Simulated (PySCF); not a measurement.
HgPb (triplet)

```
atom   x (Å)   y (Å)    z (Å)
  Hg  0.0000  0.0000  -1.5286
  Pb  0.0000  0.0000   1.4844
```

Core potentials replace the inner electrons of Hg and Pb.

Level of theory: PBE0/def2-SVP, non-relativistic Hamiltonian with scalar-relativistic core potentials where named, at a bond length of 3.013 Å (PySCF).

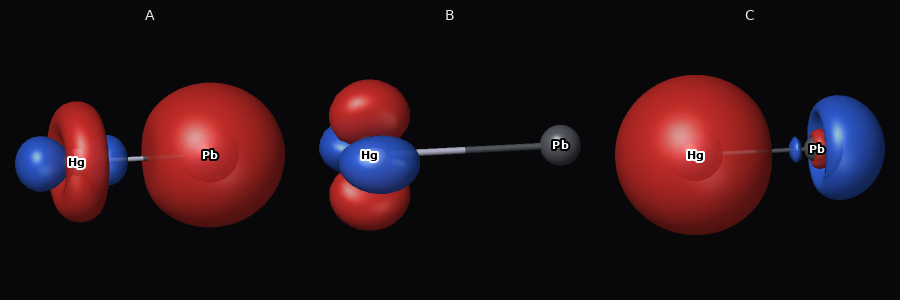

Figure 1. Three frontier β-spin orbitals, each drawn at the value that holds 80 % of its norm (red and blue are the two phases), in no order; of a degenerate pair one member is drawn.

Label each orbital by symmetry, say whether it is occupied, and order them by energy.

Orbital B: δ, occupied in this spin, −12.52 eV; almost wholly on Hg.
Orbital A: σ, occupied in this spin, −11.83 eV; shared between the atoms (Hg 35 %, Pb 65 %).
Orbital C: σ, occupied in this spin, −8.14 eV; mainly on Hg (85 %).

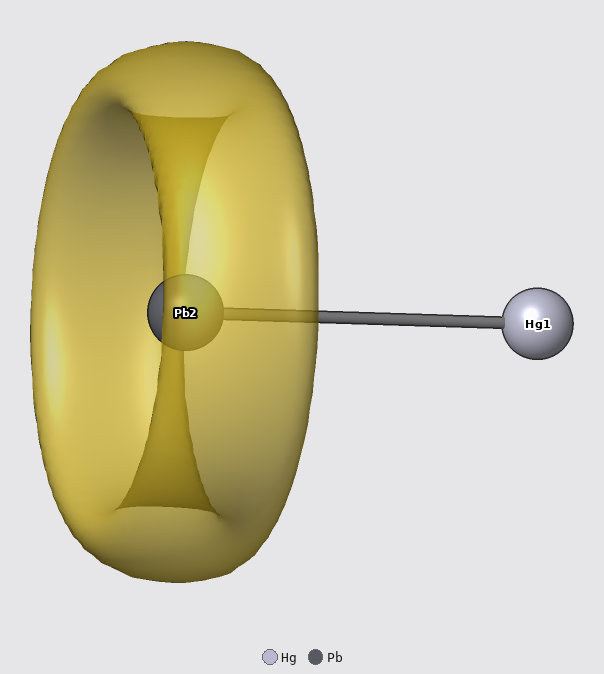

Figure 2. Isosurface of the electron localisation function at 0.75 (yellow), seen from one side. Core shells and regions of very low density are left out.

Identify the bonds, lone pairs and shells in this picture.

The surface consists of one region wrapped around Pb (its valence shell). Along the contacts the grid gives the following. Hg–Pb (3.01 Å): the ELF is about 0.15 at the midpoint.
